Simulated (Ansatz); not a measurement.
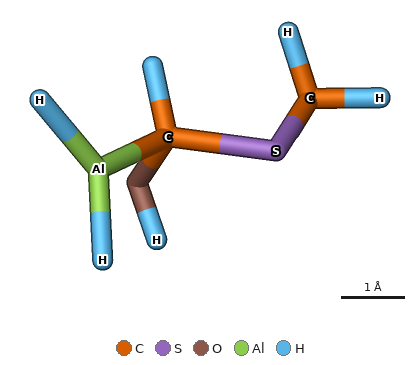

Fig. 1: The input geometry (stick view, seen at a tilt). Sticks mark near contacts. Bond lengths as drawn: Al–C 2.02 Å, Al–H 1.56 to 1.63 Å, C–H 1.04 to 1.17 Å, C–O 1.42 Å, C–S 1.80 to 1.83 Å and H–O 0.99 Å.

C2H7AlOS: geometry relaxation

- system: C2H7AlOS
- method: RKS PBE-D4/def2-SVP (Ansatz 0.2.0)

The geometry: force-field start. Figures and captions count atoms from 1; the log counts them from 0 in places.

What the program printed
```
Functional definition: PBE
  name "PBE"
  cite "Perdew, Burke & Ernzerhof, Phys. Rev. Lett. 77, 3865 (1996) doi:10.1103/PhysRevLett.77.3865"
  parent pbe
  parameter kappa = 0.804
  parameter beta = 0.06672455060314922
  exchange = pbe_x(kappa = kappa, mu = beta*pi^2/3)
  correlation = pbe_c(beta = beta)
1263 factors; their error is unknown
mean field evaluation 1: about -21632.7649 eV, gradient 6.9e1 eV
mean field evaluation 2: about -21558.6364 eV, gradient 1.7e2 eV
mean field evaluation 4: about -21643.6001 eV, gradient 1.1e1 eV
mean field evaluation 8: about -21643.9453 eV, gradient 1.6e-1 eV
mean field evaluation 16: about -21643.8825 eV, gradient 1.1e-3 eV
mean field -21643.88254116 eV, -795.3980126373 hartree, gradient 5.0e-5 eV, S^2 0.000000; 0 other end points of the search recorded, 0 dependent functions left out
the calculation of the forces begins
reference -21643.88258480 eV, -795.3980142409 hartree; 28, 28 occupied and 85, 85 virtual orbitals, 1263 factors
relax step   1: F+E_penalty+E_count = -21644.15088660 eV  Δ(F+E_penalty+E_count) = +0.000e0 eV  max|allowed force component| = 3.281e0 eV/Å  Δτ_max = 0.0000 Å  (28 SCF iters, accepted)
these checks for a lower state are left out or cut short: starts, cluster_reference, orbital_swaps, neighbouring_geometries, increment
1263 factors; their error is unknown
mean field -21644.14424415 eV, -795.4076300445 hartree, gradient 2.3e-5 eV, S^2 0.000000; 0 other end points of the search recorded, 0 dependent functions left out
[... from here on the field's lines of each further geometry are left out, up to the last ...]
relax step   2: F+E_penalty+E_count = -21644.40462828 eV  Δ(F+E_penalty+E_count) = -2.537e-1 eV  max|allowed force component| = 1.093e0 eV/Å  Δτ_max = 0.1946 Å  (28 SCF iters, accepted)
relax step   3: F+E_penalty+E_count = -21644.46275783 eV  Δ(F+E_penalty+E_count) = -5.813e-2 eV  max|allowed force component| = 2.435e-1 eV/Å  Δτ_max = 0.0619 Å  (28 SCF iters, accepted)
relax step   4: F+E_penalty+E_count = -21644.47084848 eV  Δ(F+E_penalty+E_count) = -8.091e-3 eV  max|allowed force component| = 1.193e-1 eV/Å  Δτ_max = 0.0580 Å  (28 SCF iters, accepted)
relax step   5: F+E_penalty+E_count = -21644.47607586 eV  Δ(F+E_penalty+E_count) = -5.227e-3 eV  max|allowed force component| = 7.787e-2 eV/Å  Δτ_max = 0.0535 Å  (29 SCF iters, accepted)
relax step   6: F+E_penalty+E_count = -21644.48493830 eV  Δ(F+E_penalty+E_count) = -8.862e-3 eV  max|allowed force component| = 1.844e-1 eV/Å  Δτ_max = 0.1253 Å  (28 SCF iters, accepted)
relax step   7: F+E_penalty+E_count = -21644.50189045 eV  Δ(F+E_penalty+E_count) = -1.695e-2 eV  max|allowed force component| = 2.846e-1 eV/Å  Δτ_max = 0.1960 Å  (28 SCF iters, accepted)
relax step   8: F+E_penalty+E_count = -21644.54699650 eV  Δ(F+E_penalty+E_count) = -4.511e-2 eV  max|allowed force component| = 4.607e-1 eV/Å  Δτ_max = 0.1950 Å  (28 SCF iters, accepted)
relax step   9: F+E_penalty+E_count = -21644.63965186 eV  Δ(F+E_penalty+E_count) = -9.266e-2 eV  max|allowed force component| = 5.162e-1 eV/Å  Δτ_max = 0.1950 Å  (29 SCF iters, accepted)
relax step  10: F+E_penalty+E_count = -21644.73792961 eV  Δ(F+E_penalty+E_count) = -9.828e-2 eV  max|allowed force component| = 6.031e-1 eV/Å  Δτ_max = 0.1954 Å  (35 SCF iters, accepted)
relax step  11: F+E_penalty+E_count = -21644.77435044 eV  Δ(F+E_penalty+E_count) = -3.642e-2 eV  max|allowed force component| = 4.521e-1 eV/Å  Δτ_max = 0.1410 Å  (30 SCF iters, accepted)
relax step  12: F+E_penalty+E_count = -21644.79124185 eV  Δ(F+E_penalty+E_count) = -1.689e-2 eV  max|allowed force component| = 3.881e-1 eV/Å  Δτ_max = 0.0571 Å  (30 SCF iters, accepted)
relax step  13: F+E_penalty+E_count = -21644.79983037 eV  Δ(F+E_penalty+E_count) = -8.589e-3 eV  max|allowed force component| = 1.540e-1 eV/Å  Δτ_max = 0.0517 Å  (30 SCF iters, accepted)
relax step  14: F+E_penalty+E_count = -21644.80197100 eV  Δ(F+E_penalty+E_count) = -2.141e-3 eV  max|allowed force component| = 3.721e-2 eV/Å  Δτ_max = 0.0383 Å  (30 SCF iters, accepted)
relax step  15: F+E_penalty+E_count = -21644.80327851 eV  Δ(F+E_penalty+E_count) = -1.308e-3 eV  max|allowed force component| = 2.994e-2 eV/Å  Δτ_max = 0.0804 Å  (29 SCF iters, accepted)
relax step  16: F+E_penalty+E_count = -21644.80351996 eV  Δ(F+E_penalty+E_count) = -2.414e-4 eV  max|allowed force component| = 4.227e-2 eV/Å  Δτ_max = 0.0307 Å  (30 SCF iters, accepted)
the calculation of the forces begins
reference -21644.53696318 eV, -795.4220622026 hartree; 28, 28 occupied and 85, 85 virtual orbitals, 1263 factors
relax step  17: F+E_penalty+E_count = -21644.80360175 eV  Δ(F+E_penalty+E_count) = -8.179e-5 eV  max|allowed force component| = 2.090e-2 eV/Å  Δτ_max = 0.0029 Å  (24 SCF iters, accepted)
```

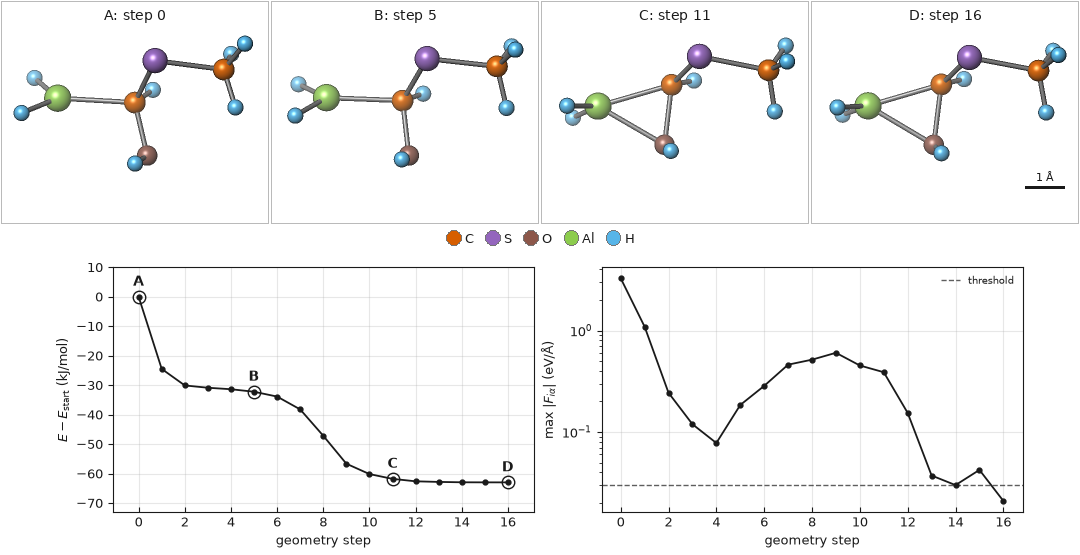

Fig. 2: Frames of the relaxation (ball-and-stick view, seen at a tilt) above the curves, on which the letters mark them (the first geometry is step 0 here and step 1 in the log).

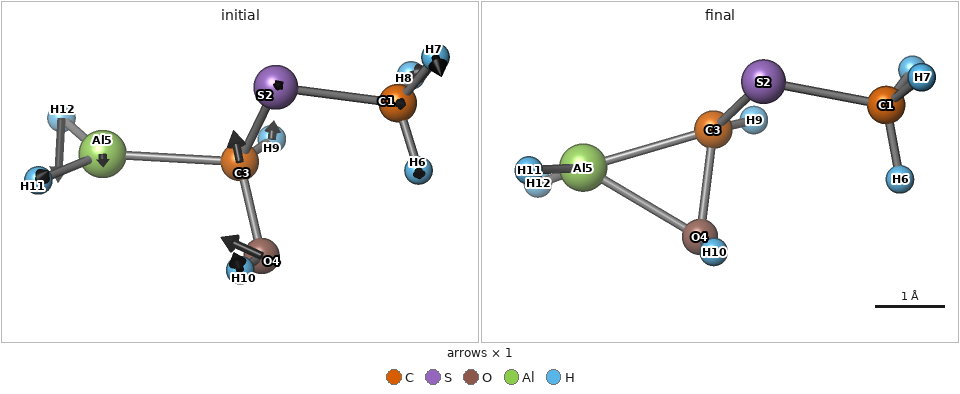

Fig. 3: Before (left) and after (right) the relaxation, at one scale (ball-and-stick view, seen at a tilt). The black arrows give the displacements, at true length. The energy falls by 63.0 kJ/mol in 16 geometry steps. The largest force component goes from 3.3 to 0.021 eV/Å. H12 moves most after the best rigid fit: 0.96 Å. Largest moves by element: H 0.96 Å, O 0.71 Å, C 0.50 Å, Al 0.20 Å, S 0.15 Å. Among the contacts that change: O4–Al5 2.790 → 1.993 Å, C3–O4 1.423 → 1.584 Å, C1–H6 1.038 → 1.107 Å, C3–H9 1.173 → 1.106 Å. New bonds form: O4–Al5 (2.79 → 1.99 Å). Among the angles that change: O4–C3–Al5 107.0° → 66.9°, Al5–C3–H9 105.9° → 120.9°, S2–C3–Al5 110.3° → 123.1°. (Atoms are counted from 1 in the order of the input.)

```
1263 factors; their error is unknown
mean field -21644.53691925 eV, -795.4220605883 hartree, gradient 1.6e-5 eV, S^2 0.000000; 1 other end points of the search recorded, 0 dependent functions left out
the calculation of the forces begins
reference -21644.53696318 eV, -795.4220622026 hartree; 28, 28 occupied and 85, 85 virtual orbitals, 1263 factors
Total energy: -21644.80364568 eV, -795.4318626038 hartree
Atom 0 at    -1.941326    -0.678696     1.006884 Å, force    -0.006367    -0.003914     0.006132 eV/Å
Atom 1 at    -1.261837     0.380714    -0.330550 Å, force     0.009236     0.000035    -0.000585 eV/Å
Atom 2 at     0.422498     0.571029     0.109436 Å, force    -0.020899     0.005190     0.002603 eV/Å
Atom 3 at     1.317844    -0.670243    -0.297176 Å, force     0.008789    -0.004272    -0.001761 eV/Å
Atom 4 at     1.838258     1.027515    -1.201058 Å, force     0.002406    -0.000926    -0.003748 eV/Å
Atom 5 at    -1.420872    -1.654820     1.055749 Å, force    -0.002614     0.005008     0.000045 eV/Å
Atom 6 at    -3.009386    -0.852896     0.770365 Å, force     0.008110     0.002377     0.001067 eV/Å
Atom 7 at    -1.868585    -0.163026     1.984981 Å, force     0.000324    -0.003686    -0.005473 eV/Å
Atom 8 at     0.596359     0.684169     1.196108 Å, force     0.002855    -0.001902    -0.001291 eV/Å
Atom 9 at     0.737309    -1.225469    -0.864617 Å, force    -0.001323     0.003016     0.001352 eV/Å
Atom 10 at     1.434956     0.952013    -2.746126 Å, force     0.000610     0.000507     0.001542 eV/Å
Atom 11 at     3.231781     1.574709    -0.650096 Å, force    -0.001127    -0.001432     0.000118 eV/Å
Dipole moment:    -0.379416    -0.382066     0.296350 e Å
```

Trajectory as extended XYZ (Å, eV, eV/Å), 9 of the 17 frames kept, from step=1 to step=17
```
12
Properties=species:S:1:pos:R:3:forces:R:3 step=1 energy=-21644.15089
C    -1.8331   -0.5637    0.9895   -2.4306   3.2813   0.0972
S    -1.1848    0.3501   -0.4609    0.2097  -0.4592   0.5908
C     0.5309    0.0895    0.0050    1.1459   1.5721   0.5999
O     0.9832   -1.2571   -0.0743   -0.0807  -0.6013  -0.3729
Al    1.7497    1.1925   -1.1690   -0.0626   0.5106   0.9014
H    -1.5571   -1.5640    0.9776    0.9375  -2.4777   0.0120
H    -2.9618   -0.4818    0.9207    0.6832  -0.2157   0.1650
H    -1.5208   -0.0085    1.9117   -0.0223  -0.4396  -0.2662
H     0.7270    0.4531    1.1028   -0.4533  -0.6506  -1.3677
H     0.7017   -1.5589   -0.9722    0.1236  -0.0089   0.3964
H     1.7498    0.9564   -2.7081    0.0545  -0.2229  -0.6080
H     2.6923    2.3374   -0.4889   -0.1049  -0.2880  -0.1480
12
Properties=species:S:1:pos:R:3:forces:R:3 step=3 energy=-21644.46276
C    -1.9386   -0.5380    1.0437   -0.0633   0.2326  -0.0913
S    -1.1609    0.3402   -0.3721    0.0064  -0.0404   0.0545
C     0.6045    0.1184   -0.0202   -0.1579   0.1654   0.2435
O     1.0729   -1.2339   -0.1527    0.0250  -0.1105  -0.2277
Al    1.7547    1.2720   -1.1871    0.0102  -0.0896   0.0554
H    -1.5757   -1.5806    1.0742    0.0345  -0.0455   0.0588
H    -3.0383   -0.5296    0.8916    0.1106  -0.0194  -0.0425
H    -1.7075   -0.0085    1.9908    0.0106  -0.0893  -0.0014
H     0.7813    0.3886    1.0509   -0.0094  -0.0443  -0.1695
H     0.7278   -1.5466   -1.0184    0.0692   0.0274   0.1361
H     1.8103    0.9272   -2.7511   -0.0252  -0.0017   0.0055
H     2.7463    2.3358   -0.5155   -0.0108   0.0152  -0.0214
12
Properties=species:S:1:pos:R:3:forces:R:3 step=5 energy=-21644.47608
C    -1.9369   -0.5279    1.0416    0.0323  -0.0117  -0.0066
S    -1.1485    0.3740   -0.3450   -0.0334  -0.0462   0.0374
C     0.6021    0.1327    0.0048   -0.0318   0.0779   0.0373
O     1.0878   -1.2143   -0.1999    0.0217  -0.0006  -0.0222
Al    1.7601    1.2587   -1.1637    0.0446  -0.0598  -0.0233
H    -1.5111   -1.5488    1.1124   -0.0190   0.0488  -0.0184
H    -3.0197   -0.5946    0.8257   -0.0271  -0.0226  -0.0048
H    -1.7894    0.0101    1.9994   -0.0004   0.0019  -0.0016
H     0.7902    0.3569    1.0773    0.0087  -0.0083   0.0139
H     0.7021   -1.5058   -1.0521    0.0093   0.0052  -0.0058
H     1.7604    0.8762   -2.7192   -0.0109   0.0130  -0.0075
H     2.7798    2.3278   -0.5475    0.0058   0.0025   0.0016
12
Properties=species:S:1:pos:R:3:forces:R:3 step=7 energy=-21644.50189
C    -1.9549   -0.5709    1.0283   -0.1584  -0.1040   0.2487
S    -1.1614    0.4500   -0.2671   -0.2097  -0.0004  -0.0817
C     0.5741    0.2595    0.0755    0.0766   0.0490   0.2046
O     1.1382   -1.0631   -0.2419   -0.0845   0.1687  -0.1887
Al    1.7867    1.2276   -1.1622    0.2596  -0.1361  -0.0464
H    -1.4138   -1.5371    1.1189   -0.0749   0.0972  -0.0128
H    -3.0065   -0.7768    0.7137    0.2846   0.0860   0.0780
H    -1.9603   -0.0491    2.0175   -0.0070  -0.1292  -0.2820
H     0.7881    0.4207    1.1564    0.0039  -0.0013  -0.1004
H     0.6502   -1.3515   -1.0489    0.1235   0.0364   0.1436
H     1.6177    0.7847   -2.6998   -0.0189   0.1002   0.0815
H     3.0188    2.1511   -0.6564   -0.1948  -0.1666  -0.0444
12
Properties=species:S:1:pos:R:3:forces:R:3 step=9 energy=-21644.63965
C    -1.9639   -0.6317    1.0211   -0.2424  -0.1253   0.1830
S    -1.2202    0.4730   -0.2421    0.0839  -0.0964   0.0137
C     0.5115    0.4214    0.1357   -0.1131   0.4390   0.1199
O     1.2211   -0.8410   -0.2718   -0.0857   0.0750  -0.5162
Al    1.8256    1.1203   -1.1747    0.2661  -0.2334   0.0028
H    -1.3451   -1.5508    1.1283   -0.1323   0.1561   0.0171
H    -2.9824   -0.9271    0.6605    0.3568   0.1264   0.1185
H    -2.0643   -0.1126    2.0079    0.0604  -0.1825  -0.3035
H     0.7360    0.5542    1.2164   -0.0511  -0.0302  -0.1146
H     0.6672   -1.1816   -1.0228    0.2449   0.0261   0.3056
H     1.4645    0.7901   -2.7235    0.0508   0.1343   0.2830
H     3.2270    1.8307   -0.7010   -0.4383  -0.2889  -0.1093
12
Properties=species:S:1:pos:R:3:forces:R:3 step=11 energy=-21644.77435
C    -1.9514   -0.6733    1.0214   -0.0309  -0.0459   0.0664
S    -1.2505    0.4262   -0.2772   -0.1256  -0.0067  -0.0516
C     0.4417    0.5637    0.1398    0.1974   0.0628  -0.0092
O     1.2858   -0.6956   -0.2999   -0.3017  -0.0432  -0.4521
Al    1.8448    1.0383   -1.1935    0.1184  -0.1258  -0.0335
H    -1.3042   -1.5626    1.1729   -0.0643   0.0878  -0.0077
H    -2.9475   -1.0138    0.6626    0.1324   0.0688   0.0378
H    -2.0807   -0.1245    1.9798    0.0393  -0.0758  -0.1059
H     0.6471    0.6716    1.2228   -0.0053  -0.0518  -0.0388
H     0.6859   -1.1527   -0.9520    0.2961   0.1578   0.3956
H     1.3921    0.9568   -2.7486    0.0771   0.0319   0.2662
H     3.3140    1.5110   -0.6943   -0.3329  -0.0601  -0.0671
12
Properties=species:S:1:pos:R:3:forces:R:3 step=13 energy=-21644.79983
C    -1.9382   -0.6719    1.0144    0.0195  -0.0005   0.0029
S    -1.2638    0.4115   -0.3081    0.0890  -0.0045   0.0252
C     0.4307    0.5722    0.1200   -0.0285   0.0550  -0.0936
O     1.2938   -0.6806   -0.3188   -0.1540  -0.0954  -0.0912
Al    1.8430    1.0178   -1.2038   -0.0038   0.0141   0.0349
H    -1.3208   -1.5841    1.1284   -0.0241   0.0034   0.0024
H    -2.9612   -0.9658    0.7077    0.0051   0.0105   0.0069
H    -1.9901   -0.1272    1.9779    0.0024  -0.0120  -0.0030
H     0.6250    0.6768    1.2035   -0.0152  -0.0366   0.0182
H     0.6808   -1.2032   -0.8913    0.1376   0.0783   0.1042
H     1.4204    0.9841   -2.7460    0.0083  -0.0040   0.0148
H     3.2574    1.5154   -0.6500   -0.0362  -0.0084  -0.0217
12
Properties=species:S:1:pos:R:3:forces:R:3 step=15 energy=-21644.80328
C    -1.9392   -0.6764    1.0074    0.0108  -0.0072  -0.0068
S    -1.2633    0.3851   -0.3300    0.0251   0.0079   0.0166
C     0.4224    0.5710    0.1105   -0.0299   0.0187  -0.0018
O     1.3119   -0.6712   -0.2970    0.0255  -0.0175  -0.0166
Al    1.8377    1.0261   -1.2002    0.0176   0.0089   0.0056
H    -1.3984   -1.6405    1.0666   -0.0075  -0.0032   0.0088
H    -2.9996   -0.8737    0.7599   -0.0240  -0.0082  -0.0100
H    -1.8900   -0.1545    1.9830    0.0125   0.0074   0.0062
H     0.5981    0.6825    1.1969   -0.0075   0.0007   0.0042
H     0.7319   -1.2224   -0.8687   -0.0142  -0.0038   0.0029
H     1.4267    0.9618   -2.7432    0.0031  -0.0050  -0.0054
H     3.2389    1.5573   -0.6513   -0.0113   0.0013  -0.0036
12
Properties=species:S:1:pos:R:3:forces:R:3 step=17 energy=-21644.80360
C    -1.9413   -0.6787    1.0069   -0.0064  -0.0039   0.0061
S    -1.2618    0.3807   -0.3306    0.0092   0.0000  -0.0006
C     0.4225    0.5710    0.1094   -0.0209   0.0052   0.0026
O     1.3178   -0.6702   -0.2972    0.0088  -0.0043  -0.0018
Al    1.8383    1.0275   -1.2011    0.0024  -0.0009  -0.0037
H    -1.4209   -1.6548    1.0557   -0.0026   0.0050   0.0000
H    -3.0094   -0.8529    0.7704    0.0081   0.0024   0.0011
H    -1.8686   -0.1630    1.9850    0.0003  -0.0037  -0.0055
H     0.5964    0.6842    1.1961    0.0029  -0.0019  -0.0013
H     0.7373   -1.2255   -0.8646   -0.0013   0.0030   0.0014
H     1.4350    0.9520   -2.7461    0.0006   0.0005   0.0015
H     3.2318    1.5747   -0.6501   -0.0011  -0.0014   0.0001
```

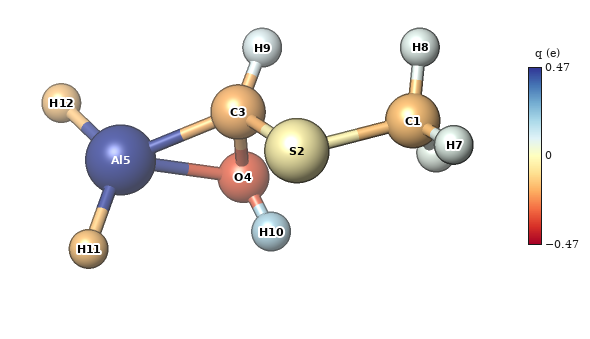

Fig. 4: Mulliken charges, as the colour of each atom (ball-and-stick view, seen at a tilt; atoms are numbered from 1 in the order of the input). By element: C −0.17 to −0.15, S −0.03, O −0.31, Al +0.45 and H −0.15 to +0.20 e.

This output came from the following input.

The input
```yaml
crystal:
  periodic: [false, false, false]
  atoms:
    - {symbol: C, position_ang: [-1.833100, -0.563700, 0.989500]}
    - {symbol: S, position_ang: [-1.184800, 0.350100, -0.460900]}
    - {symbol: C, position_ang: [0.530900, 0.089500, 0.005000]}
    - {symbol: O, position_ang: [0.983200, -1.257100, -0.074300]}
    - {symbol: Al, position_ang: [1.749700, 1.192500, -1.169000]}
    - {symbol: H, position_ang: [-1.557100, -1.564000, 0.977600]}
    - {symbol: H, position_ang: [-2.961800, -0.481800, 0.920700]}
    - {symbol: H, position_ang: [-1.520800, -0.008500, 1.911700]}
    - {symbol: H, position_ang: [0.727000, 0.453100, 1.102800]}
    - {symbol: H, position_ang: [0.701700, -1.558900, -0.972200]}
    - {symbol: H, position_ang: [1.749800, 0.956400, -2.708100]}
    - {symbol: H, position_ang: [2.692300, 2.337400, -0.488900]}
basis:
  gaussian: {orbitals: def2-SVP}
hamiltonian: {xc: pbe, dispersion: d4}
relax: {f_tol: 0.03, max_steps: 200}
```

Run as:
```bash
ansatz run in.yaml --threads 4 --pin off --events-out ev --progress --plain --max-ram 10444MiB
```

Key numbers

```tsv
quantity	value
outcome	converged
total energy	−21644.8036 eV
mean-field energy	−21644.5370 eV
dispersion energy	−0.2667 eV
SCF solution under orbital rotations	stable
largest force (length of the vector) at the end	0.022 eV/Å
dipole moment	2.95 D
hardware	4 threads of Arm Neoverse V1, 23 GiB of memory available, shared host
wall time	25 s (CPU time 89 s)
peak memory	0.16 GiB
```
